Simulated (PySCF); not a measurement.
# NMR shielding calculation of C5H4FNS

The run: NMR shielding calculation of C5H4FNS. Method and program: GIAO mPW1PW91/pcSseg-1 NMR shielding, non-relativistic, IEF-PCM water (PySCF 2.14.0).

The geometry comes from this level: GFN2-xTB. Figures and captions count atoms from 1; the log counts them from 0 in places.

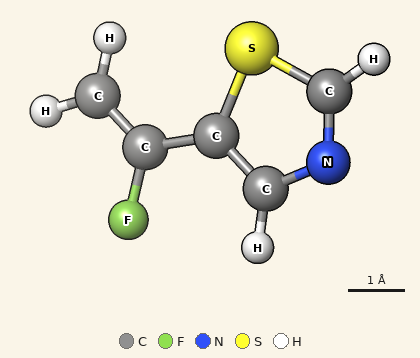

The structure (ball-and-stick view, seen at a tilt).

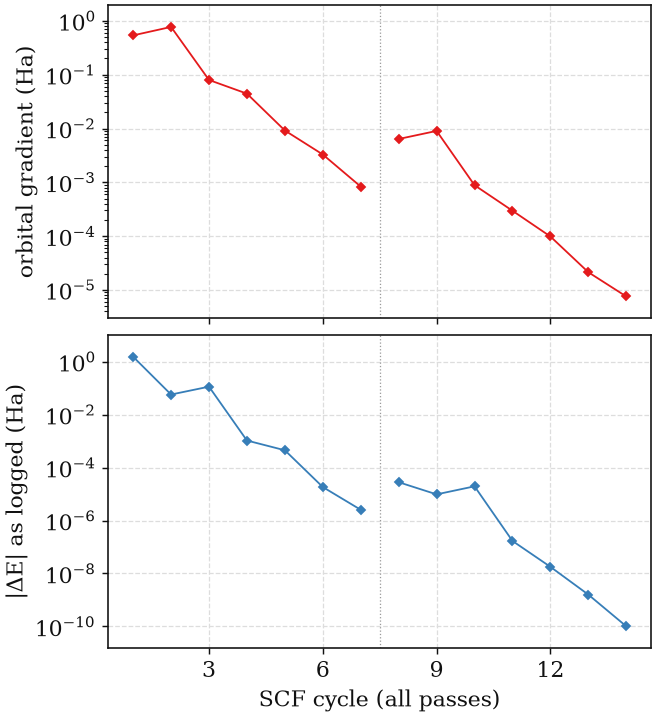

Convergence of the self-consistent field: orbital gradient and size of the energy change against the SCF cycle. The dotted line marks the change from a coarse to the final integration grid. The first 7 cycles use a coarse grid, the final grid takes over at cycle 8, and the field converges after 14 cycles in all.

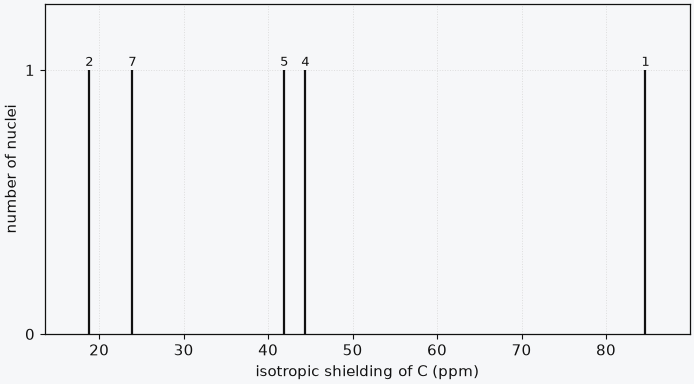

Isotropic shieldings of the carbon nuclei in this fixed geometry, labelled by atom number; shielding grows to the right, so chemical shift grows to the left. The least shielded is C2 (18.8 ppm), the most shielded C1 (84.7 ppm).

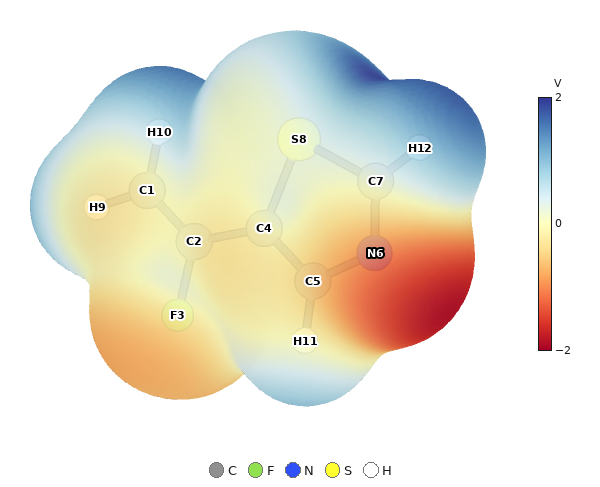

The molecular electrostatic potential painted on the density surface at 0.002 e/bohr³, seen at a tilt; red is negative and blue positive.

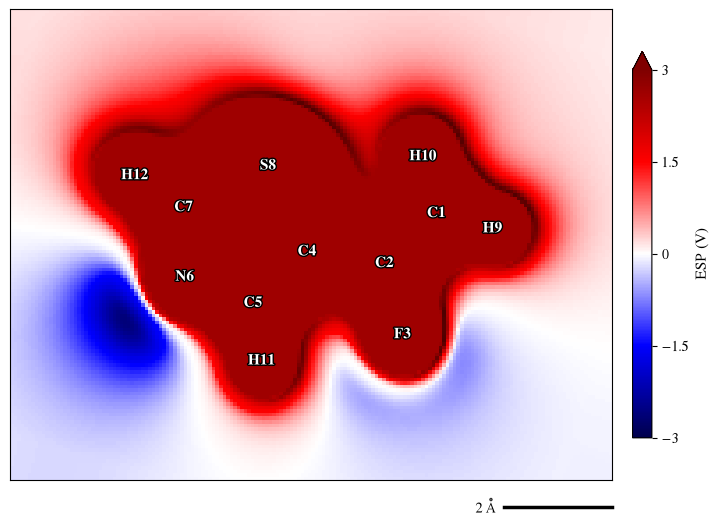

Molecular electrostatic potential on the molecular plane. Atoms in the plane: C, F, N, S and H.

The input and output of the run follow.

**Input**
```
{"job": {"xc": "mPW1PW91", "basis": "pcSseg-1", "solvent": "water", "kind": "nmr", "pop": true}, "charge": 0, "multiplicity": 1}
C     -2.023325     1.235119     0.192576
C     -1.387963     0.074776     0.082153
F     -2.103549    -1.074374     0.050112
C      0.034600    -0.142943    -0.013379
C      0.696459    -1.340116    -0.126993
N      2.038106    -1.253065    -0.198684
C      2.440825    -0.037598    -0.144959
S      1.185604     1.153878     0.002595
H     -3.094958     1.272047     0.256635
H     -1.478382     2.159463     0.220156
H      0.223338    -2.304461    -0.161037
H      3.470444     0.256588    -0.185200
```

The first line tells a small driver script what to run in PySCF; the rest is the geometry in Å.

Launch command:
```bash
OMP_NUM_THREADS=1 python <driver script> task.json out
```

**What the program printed**
```
coarse grid: 11688 points
cycle   1  E = -745.4613849213  dE =  1.536e+00  |g| = 5.369e-01  |ddm| = 3.625e+00
cycle   2  E = -745.4039667729  dE =  5.742e-02  |g| = 7.705e-01  |ddm| = 1.116e+00
cycle   3  E = -745.5178499715  dE = -1.139e-01  |g| = 7.967e-02  |ddm| = 6.836e-01
cycle   4  E = -745.5189019795  dE = -1.052e-03  |g| = 4.440e-02  |ddm| = 1.060e-01
cycle   5  E = -745.5193529421  dE = -4.510e-04  |g| = 9.179e-03  |ddm| = 4.776e-02
cycle   6  E = -745.5193713768  dE = -1.843e-05  |g| = 3.289e-03  |ddm| = 1.018e-02
cycle   7  E = -745.5193739228  dE = -2.546e-06  |g| = 8.334e-04  |ddm| = 3.897e-03
final grid: 111872 points
cycle   8  E = -745.5755944749  dE = -2.806e-05  |g| = 6.383e-03  |ddm| = 3.316e-02
cycle   9  E = -745.5755847279  dE =  9.747e-06  |g| = 9.015e-03  |ddm| = 1.496e-02
cycle  10  E = -745.5756043221  dE = -1.959e-05  |g| = 8.844e-04  |ddm| = 9.317e-03
cycle  11  E = -745.5756044917  dE = -1.696e-07  |g| = 2.968e-04  |ddm| = 1.018e-03
cycle  12  E = -745.5756045096  dE = -1.786e-08  |g| = 9.866e-05  |ddm| = 3.228e-04
cycle  13  E = -745.5756045112  dE = -1.592e-09  |g| = 2.140e-05  |ddm| = 9.337e-05
cycle  14  E = -745.5756045113  dE = -1.014e-10  |g| = 7.587e-06  |ddm| = 2.851e-05
converged SCF energy = -745.5756045113

GIAO shielding tensors (ppm)
atom      isotropic    diamagn.    paramagn.     s11        s22        s33       span
  0 C       84.666     259.064    -174.397     -7.213    104.739    156.474    163.686
  1 C       18.820     244.506    -225.685    -82.203     66.913     71.751    153.954
  2 F      289.147     476.628    -187.481    196.611    316.846    353.985    157.374
  3 C       44.398     268.116    -223.718    -21.966     41.600    113.560    135.526
  4 C       41.891     249.244    -207.353    -27.304     35.219    117.759    145.063
  5 N      -79.878     333.867    -413.745   -357.025   -110.767    228.157    585.182
  6 C       23.924     259.417    -235.493    -52.205     20.320    103.658    155.863
  7 S      222.693    1057.711    -835.018    -13.021    309.762    371.337    384.358
  8 H       26.300      28.129      -1.829     24.058     24.138     30.703      6.645
  9 H       26.106      31.780      -5.674     22.735     24.702     30.880      8.145
 10 H       23.676      31.179      -7.504     19.653     23.209     28.164      8.511
 11 H       23.134      29.181      -6.047     19.711     22.328     27.362      7.651
```

**Summary**

| quantity | value |
| --- | --- |
| outcome | converged |
| total energy | −745.575605 hartree |
| HOMO | −6.94 eV |
| LUMO | −1.72 eV |
| dipole moment | 3.04 D |
| isotropic shielding, C | 18.8 to 84.7 ppm |
| isotropic shielding, F | 289.1 ppm |
| isotropic shielding, N | −79.9 ppm |
| isotropic shielding, S | 222.7 ppm |
| isotropic shielding, H | 23.1 to 26.3 ppm |
| hardware | 1 CPU thread, shared host |
| wall time | 24 s |
| peak memory | 0.83 GiB |
